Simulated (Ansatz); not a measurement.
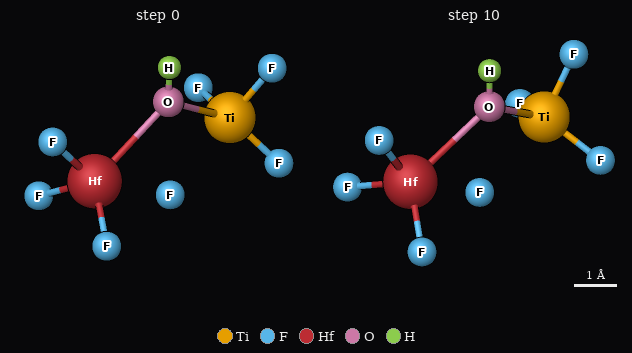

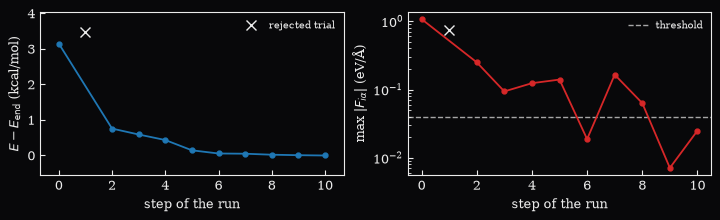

First and last geometry of a constrained relaxation of HfTiHOF$_{7}$, with the history of the run. Style: ball-and-stick. Shown from a free direction.

The reaction that was planned forms Ti1–O7, F2–Hf6 and breaks Ti1–F2, Hf6–O7 (atoms numbered from 1 in input order).

Theory: RKS PBE0-D4/def2-SVP in Ansatz. Settings: held fixed: the distance between atoms 1 (Ti) and 7 (O), the distance between atoms 2 (F) and 6 (Hf), the distance between atoms 1 (Ti) and 2 (F), the distance between atoms 6 (Hf) and 7 (O), counting from 1; force threshold 0.04 eV/Å; at most 150 steps.

What do the curves and the structures tell?

Answer. It converged. After 9 accepted moves (10 points after the start) the energy has fallen by 3.15 kcal/mol. Largest force component: 1.1 eV/Å at the start, 0.025 eV/Å at the end. The line search rejected the trial step at point 1 of the run. The forces were under the threshold at step 6, but the run went on from there. An F atom moves most after the best rigid fit: 0.53 Å. By element the largest moves are F 0.53 Å, O 0.23 Å, H 0.16 Å, Hf 0.06 Å, Ti 0.05 Å. Among the contacts that change: F–Hf 1.851 → 1.887 Å, F–Ti 1.696 → 1.706 Å. Bond angles that change, for instance: F–Ti–O 140.2° → 121.8°, F–Ti–O 106.7° → 124.9°, O–Hf–F 94.5° → 87.4°.
